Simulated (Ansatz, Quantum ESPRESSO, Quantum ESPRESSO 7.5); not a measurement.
# Ag chain with one bond drawn out by 0.3 Å: ballistic transmission

How well does the junction conduct in the ballistic limit? It is: Ag chain with one bond drawn out by 0.3 Å.

Calculated with Quantum ESPRESSO 7.5; plane-wave DFT, PBE, GBRV ultrasoft pseudopotentials (cross-check by Ansatz 0.2.0 with PAW datasets).

### Step 1. The starting structure

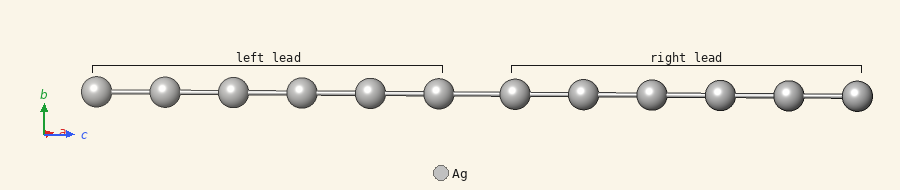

The starting structure, seen from the side, with the c axis across the page (silver light grey).

The cell holds 12 atoms: 12 Ag. Its edges and angles: a = 7.500 Å, b = 7.500 Å, c = 32.220 Å, α = 90.0°, β = 90.0°, γ = 90.0°. Regions: left lead, 6 atoms (6 Ag); right lead, 6 atoms (6 Ag). Vacuum lies along a and b. The structure is stacked along c, and the current runs across the ab planes.

### Step 2. Self-consistent run

One periodic cell holds a stretch of lead, the junction and more lead; the atoms stay as built.

scf.in reads:

```
&control
  prefix = 'scf'
  outdir = './out'
  pseudo_dir = './pseudo'
  calculation = 'scf'
  tprnfor = .true.
/
&system
  ibrav = 0
  nat = 12
  ntyp = 1
  ecutwfc = 34
  ecutrho = 170
  occupations = 'smearing'
  smearing = 'mv'
  degauss = 0.01
/
&electrons
  conv_thr = 1e-07
  mixing_beta = 0.25
  electron_maxstep = 120
  mixing_mode = 'local-TF'
/
ATOMIC_SPECIES
  Ag  107.8682  ag_pbe_v1.4.uspp.F.UPF
CELL_PARAMETERS angstrom
  7.50000000000000 0.00000000000000 0.00000000000000
  0.00000000000000 7.50000000000000 0.00000000000000
  0.00000000000000 0.00000000000000 32.22000000000000
ATOMIC_POSITIONS crystal
  Ag  0.500000000000 0.500000000000 0.000000000000
  Ag  0.500000000000 0.500000000000 0.082557417753
  Ag  0.500000000000 0.500000000000 0.165114835506
  Ag  0.500000000000 0.500000000000 0.247672253259
  Ag  0.500000000000 0.500000000000 0.330229671012
  Ag  0.500000000000 0.500000000000 0.412787088765
  Ag  0.500000000000 0.500000000000 0.504655493482
  Ag  0.500000000000 0.500000000000 0.587212911235
  Ag  0.500000000000 0.500000000000 0.669770328988
  Ag  0.500000000000 0.500000000000 0.752327746741
  Ag  0.500000000000 0.500000000000 0.834885164494
  Ag  0.500000000000 0.500000000000 0.917442582247
K_POINTS automatic
  1 1 3 0 0 0
```

Started as:

```console
> OMP_NUM_THREADS=1 mpirun -n 4 pw.x -nk 1 -in scf.in > scf.out
```

The program printed:

```text
Program PWSCF v.7.5 starts
[citation notice left out]

     Parallel version (MPI & OpenMP), running on       4 processor cores
     Number of MPI processes:                 4
     Threads/MPI process:                     1

     MPI processes distributed on     1 nodes
[...]
Current dimensions of program PWSCF are:
     Max number of different atomic species (ntypx) = 10
     Max number of k-points (npk) =  40000
     Max angular momentum in pseudopotentials (lmaxx) =  4
     Message from routine setup:
     using ibrav=0 with symmetry is DISCOURAGED, use correct ibrav instead

     R & G space division:  proc/nbgrp/npool/nimage =       4
     Subspace diagonalization in iterative solution of the eigenvalue problem:
     a serial algorithm will be used

     Parallelization info
     --------------------
     sticks:   dense  smooth     PW     G-vecs:    dense   smooth      PW
     Min         677     544    138               114445    81890   10422
     Max         678     545    139               114470    81903   10435
     Sum        2709    2177    553               457809   327579   41713

     Using Slab Decomposition

     bravais-lattice index     =            0
     lattice parameter (alat)  =      14.1729  a.u.
     unit-cell volume          =   12230.5127 (a.u.)^3
     number of atoms/cell      =           12
     number of atomic types    =            1
     number of electrons       =       228.00
     number of Kohn-Sham states=          137
     kinetic-energy cutoff     =      34.0000  Ry
     charge density cutoff     =     170.0000  Ry
     scf convergence threshold =      1.0E-07
     mixing beta               =       0.2500
     number of iterations used =            8  local-TF  mixing
     Exchange-correlation=  SLA  PW   PBX  PBC
                           (   1   4   3   4   0   0   0)

     celldm(1)=  14.172946  celldm(2)=   0.000000  celldm(3)=   0.000000
     celldm(4)=   0.000000  celldm(5)=   0.000000  celldm(6)=   0.000000

     crystal axes: (cart. coord. in units of alat)
               a(1) = (   1.000000   0.000000   0.000000 )
               a(2) = (   0.000000   1.000000   0.000000 )
               a(3) = (   0.000000   0.000000   4.296000 )

     reciprocal axes: (cart. coord. in units 2 pi/alat)
               b(1) = (  1.000000  0.000000  0.000000 )
               b(2) = (  0.000000  1.000000  0.000000 )
               b(3) = (  0.000000  0.000000  0.232775 )

     PseudoPot. # 1 for Ag read from file:
     ./pseudo/ag_pbe_v1.4.uspp.F.UPF
     Pseudo is Ultrasoft + core correction, Zval = 19.0
     Generated by new atomic code, or converted to UPF format
     Using radial grid of  887 points,  6 beta functions with:
                l(1) =   0
                l(2) =   0
                l(3) =   1
                l(4) =   1
                l(5) =   2
                l(6) =   2
     Q(r) pseudized with  6 coefficients,  rinner =    1.300   1.300   1.300
                                                       1.300   1.300

     atomic species   valence    mass     pseudopotential
     Ag               19.00   107.86820     Ag( 1.00)

      8 Sym. Ops. (no inversion) found

   Cartesian axes

     site n.     atom                  positions (alat units)
         1        Ag     tau(   1) = (   0.5000000   0.5000000   0.0000000  )
         2        Ag     tau(   2) = (   0.5000000   0.5000000   0.3546667  )
         3        Ag     tau(   3) = (   0.5000000   0.5000000   0.7093333  )
         4        Ag     tau(   4) = (   0.5000000   0.5000000   1.0640000  )
         5        Ag     tau(   5) = (   0.5000000   0.5000000   1.4186667  )
         6        Ag     tau(   6) = (   0.5000000   0.5000000   1.7733333  )
         7        Ag     tau(   7) = (   0.5000000   0.5000000   2.1680000  )
         8        Ag     tau(   8) = (   0.5000000   0.5000000   2.5226667  )
         9        Ag     tau(   9) = (   0.5000000   0.5000000   2.8773333  )
        10        Ag     tau(  10) = (   0.5000000   0.5000000   3.2320000  )
        11        Ag     tau(  11) = (   0.5000000   0.5000000   3.5866667  )
        12        Ag     tau(  12) = (   0.5000000   0.5000000   3.9413333  )

     number of k points=     2  Marzari-Vanderbilt smearing, width (Ry)=  0.0100
                       cart. coord. in units 2pi/alat
        k(    1) = (   0.0000000   0.0000000   0.0000000), wk =   0.6666667
        k(    2) = (   0.0000000   0.0000000   0.0775916), wk =   1.3333333

     Dense  grid:   457809 G-vectors     FFT dimensions: (  60,  60, 256)

     Smooth grid:   327579 G-vectors     FFT dimensions: (  54,  54, 240)

     Estimated max dynamical RAM per process >     547.33 MB

     Estimated total dynamical RAM >       2.14 GB

     Initial potential from superposition of free atoms

     starting charge     221.9994, renormalised to     228.0000

     negative rho (up, down):  1.988E-02 0.000E+00
     Starting wfcs are  156 randomized atomic wfcs

     total cpu time spent up to now is        3.2 secs

     per-process dynamical memory:   146.5 Mb

     Self-consistent Calculation

     iteration #  1     ecut=    34.00 Ry     beta= 0.25
     Davidson diagonalization with overlap
     ethr =  1.00E-02,  avg # of iterations =  3.0

     negative rho (up, down):  3.262E-01 0.000E+00

     total cpu time spent up to now is       12.2 secs

     total energy              =   -3547.45483739 Ry
     estimated scf accuracy    <      23.31080033 Ry

     iteration #  2     ecut=    34.00 Ry     beta= 0.25
[...]
negative rho (up, down):  8.178E-01 0.000E+00

[...]
total energy              =   -3545.17344227 Ry
     estimated scf accuracy    <       8.86982819 Ry

     iteration #  3     ecut=    34.00 Ry     beta= 0.25
[...]
negative rho (up, down):  8.112E-01 0.000E+00

[...]
total energy              =   -3546.34720192 Ry
     estimated scf accuracy    <       0.38992896 Ry

     iteration #  4     ecut=    34.00 Ry     beta= 0.25
[...]
c_bands:  2 eigenvalues not converged
[...]
negative rho (up, down):  5.142E-01 0.000E+00

[...]
total energy              =   -3546.25846456 Ry
     estimated scf accuracy    <       0.16902193 Ry

     iteration #  5     ecut=    34.00 Ry     beta= 0.25
[...]
negative rho (up, down):  3.723E-01 0.000E+00

[...]
total energy              =   -3546.26491826 Ry
     estimated scf accuracy    <       0.03258907 Ry

     iteration #  6     ecut=    34.00 Ry     beta= 0.25
[...]
negative rho (up, down):  7.028E-02 0.000E+00

[...]
total energy              =   -3546.25209415 Ry
     estimated scf accuracy    <       0.01387867 Ry

     iteration #  7     ecut=    34.00 Ry     beta= 0.25
[...]
negative rho (up, down):  4.612E-02 0.000E+00

[...]
total energy              =   -3546.25046113 Ry
     estimated scf accuracy    <       0.01518898 Ry

     iteration #  8     ecut=    34.00 Ry     beta= 0.25
[...]
negative rho (up, down):  3.732E-03 0.000E+00

[...]
total energy              =   -3546.25177055 Ry
     estimated scf accuracy    <       0.00041227 Ry

     iteration #  9     ecut=    34.00 Ry     beta= 0.25
[...]
c_bands:  1 eigenvalues not converged
[...]
negative rho (up, down):  3.950E-03 0.000E+00

[...]
total energy              =   -3546.25207413 Ry
     estimated scf accuracy    <       0.00099099 Ry

     iteration # 10     ecut=    34.00 Ry     beta= 0.25
[...]
negative rho (up, down):  5.415E-03 0.000E+00

[...]
total energy              =   -3546.25219168 Ry
     estimated scf accuracy    <       0.00006521 Ry

     iteration # 11     ecut=    34.00 Ry     beta= 0.25
[...]
negative rho (up, down):  4.717E-03 0.000E+00

[...]
total energy              =   -3546.25218667 Ry
     estimated scf accuracy    <       0.00004622 Ry

     iteration # 12     ecut=    34.00 Ry     beta= 0.25
[...]
negative rho (up, down):  4.386E-03 0.000E+00

[...]
total energy              =   -3546.25219292 Ry
     estimated scf accuracy    <       0.00000234 Ry

     iteration # 13     ecut=    34.00 Ry     beta= 0.25
[...]
negative rho (up, down):  4.871E-03 0.000E+00

[...]
total energy              =   -3546.25219328 Ry
     estimated scf accuracy    <       0.00000210 Ry

     iteration # 14     ecut=    34.00 Ry     beta= 0.25
[...]
negative rho (up, down):  4.981E-03 0.000E+00

[...]
total energy              =   -3546.25219389 Ry
     estimated scf accuracy    <       0.00000011 Ry

     iteration # 15     ecut=    34.00 Ry     beta= 0.25
[...]
negative rho (up, down):  4.889E-03 0.000E+00

[...]
total energy              =   -3546.25219370 Ry
     estimated scf accuracy    <       0.00000127 Ry

     iteration # 16     ecut=    34.00 Ry     beta= 0.25
[...]
negative rho (up, down):  4.882E-03 0.000E+00

[...]
End of self-consistent calculation

          k = 0.0000 0.0000 0.0000 ( 41009 PWs)   bands (ev):

   -93.0444 -93.0436 -93.0418 -93.0391 -93.0349 -93.0306 -93.0277 -93.0260
   -93.0196 -93.0186 -93.0103 -93.0092 -56.7313 -56.7187 -56.7009 -56.6744
   -56.6530 -56.6209 -56.6054 -56.5695 -56.5518 -56.5253 -56.5187 -56.5090
   -56.5065 -56.5065 -56.5056 -56.5056 -56.5037 -56.5037 -56.5007 -56.5007
   -56.4964 -56.4964 -56.4920 -56.4920 -56.4894 -56.4894 -56.4884 -56.4884
   -56.4872 -56.4872 -56.4864 -56.4864 -56.4745 -56.4745 -56.4741 -56.4741
    -7.2299  -7.0703  -6.9500  -6.5305  -6.4022  -6.2353  -6.2353  -6.1637
    -6.1637  -6.1005  -6.1005  -5.9134  -5.9134  -5.8424  -5.8424  -5.7895
    -5.6780  -5.5491  -5.5491  -5.4770  -5.4770  -5.4474  -5.4444  -5.4302
    -5.4273  -5.4159  -5.4131  -5.3730  -5.3705  -5.3628  -5.3604  -5.3027
    -5.3007  -5.2873  -5.2853  -5.2273  -5.2257  -5.2064  -5.2048  -5.1642
    -5.1629  -5.1533  -5.1519  -5.1376  -5.1376  -5.1376  -5.1364  -5.0822
    -5.0618  -5.0618  -4.9841  -4.7812  -4.7812  -4.7244  -4.7244  -4.6077
    -4.6077  -4.6019  -4.5375  -4.4072  -3.7340  -3.6376  -3.6063  -3.2990
    -3.2666  -2.6658  -2.6330  -1.6287  -1.5779  -0.1292  -0.0997   0.7035
     0.7035   0.9049   0.9049   0.9340   0.9340   1.1925   1.4950   1.4950
     1.5279   1.5279   1.8540   1.9896   1.9967   2.3741   2.3745   2.4083
     2.4098

          k = 0.0000 0.0000 0.0776 ( 40937 PWs)   bands (ev):

   -93.0444 -93.0436 -93.0418 -93.0391 -93.0349 -93.0306 -93.0277 -93.0260
   -93.0196 -93.0186 -93.0103 -93.0092 -56.7312 -56.7192 -56.6997 -56.6769
   -56.6484 -56.6278 -56.5984 -56.5753 -56.5466 -56.5301 -56.5151 -56.5101
   -56.5065 -56.5065 -56.5056 -56.5056 -56.5037 -56.5037 -56.5007 -56.5007
   -56.4964 -56.4964 -56.4920 -56.4920 -56.4892 -56.4892 -56.4887 -56.4887
   -56.4870 -56.4870 -56.4865 -56.4865 -56.4745 -56.4745 -56.4741 -56.4741
    -7.2199  -7.1132  -6.8718  -6.6632  -6.2418  -6.2316  -6.2316  -6.1796
    -6.1796  -6.0697  -6.0697  -5.9779  -5.9686  -5.9686  -5.7717  -5.7717
    -5.6382  -5.6382  -5.4919  -5.4466  -5.4436  -5.4339  -5.4310  -5.4084
    -5.4057  -5.3873  -5.3847  -5.3827  -5.3827  -5.3455  -5.3432  -5.3203
    -5.3181  -5.2713  -5.2694  -5.2403  -5.2396  -5.2379  -5.2304  -5.2304
    -5.1957  -5.1943  -5.1724  -5.1710  -5.1478  -5.1465  -5.1392  -5.1380
    -4.9753  -4.9753  -4.8525  -4.8468  -4.8468  -4.6852  -4.6802  -4.6802
    -4.6191  -4.6191  -4.4862  -4.4195  -3.7246  -3.6804  -3.5373  -3.4225
    -3.1104  -2.8992  -2.3534  -2.0033  -1.1511  -0.6500   0.4368   0.7264
     0.7264   0.8029   0.8029   0.9422   1.0787   1.0787   1.2786   1.2786
     1.7765   1.7765   1.8689   1.9167   2.0731   2.0731   2.1008   2.2394
     2.6099

     the Fermi energy is    -2.6405 ev

!    total energy              =   -3546.25219420 Ry
     estimated scf accuracy    <          3.1E-09 Ry
     smearing contrib. (-TS)   =      -0.00066213 Ry
     internal energy E=F+TS    =   -3546.25153207 Ry

     The total energy is F=E-TS. E is the sum of the following terms:
     one-electron contribution =   -4965.87504202 Ry
     hartree contribution      =    2445.21581367 Ry
     xc contribution           =    -346.69235792 Ry
     ewald contribution        =    -678.89994580 Ry

     convergence has been achieved in  16 iterations

     negative rho (up, down):  4.882E-03 0.000E+00

     Forces acting on atoms (cartesian axes, Ry/au):

     atom    1 type  1   force =     0.00000000    0.00000000    0.00070188
     atom    2 type  1   force =     0.00000000    0.00000000   -0.00095011
     atom    3 type  1   force =     0.00000000    0.00000000    0.00072360
     atom    4 type  1   force =     0.00000000    0.00000000   -0.00144573
     atom    5 type  1   force =     0.00000000    0.00000000    0.00252982
     atom    6 type  1   force =     0.00000000    0.00000000    0.01982157
     atom    7 type  1   force =     0.00000000    0.00000000   -0.01985776
     atom    8 type  1   force =     0.00000000    0.00000000   -0.00263979
     atom    9 type  1   force =     0.00000000    0.00000000    0.00135966
     atom   10 type  1   force =     0.00000000    0.00000000   -0.00072586
     atom   11 type  1   force =     0.00000000    0.00000000    0.00103841
     atom   12 type  1   force =     0.00000000    0.00000000   -0.00055569

     Total force =     0.028432     Total SCF correction =     0.000094

[...]
=------------------------------------------------------------------------------=
   JOB DONE.
=------------------------------------------------------------------------------=
```

The job ended after 2.5 min (4 MPI ranks of Arm Neoverse V2, shared host; peak memory 2.2 GiB).

This step gave:

| Item | Value |
| --- | --- |
| free energy | -48249.2191 eV |
| Fermi energy | -2.640 eV |

The program's own clock; routines nest. Time by routine:

```
     routine  wall time (s)  calls
       PWSCF          149.8      1
   electrons          144.9      1
     c_bands          112.3     16
     cegterg          111.1     32
       h_psi          61.08    185
        fftw           49.2  27294
    vloc_psi          44.21    185
    sum_band          17.88     16
      calbec          12.07    225
h_psi:calbec           8.21    185
  add_vuspsi           8.17    185
       s_psi           8.15    185
     mix_rho           8.02     16
        newd           5.82     17
```

The run needed 16 iterations to bring the estimated error under 1e-07 Ry; the largest force on any atom, held or free, is 0.51 eV/Å.

[end of part 1 of 4]

[Logs are printed without paths, hosts, clocks, repeated set-up lines and the standing remarks that a program may print on its own settings, such as how far it seeks lower states.]

[Hosts, paths, dates, database ids (printed as entryN), source tags and the programs' standing remarks are cut or masked in the printed files.]

[Maps of the electrostatic potential energy from Ansatz leave out the sawtooth potential of an applied field or a dipole correction, so their vacuum need not be flat; planar profiles and work functions include it.]
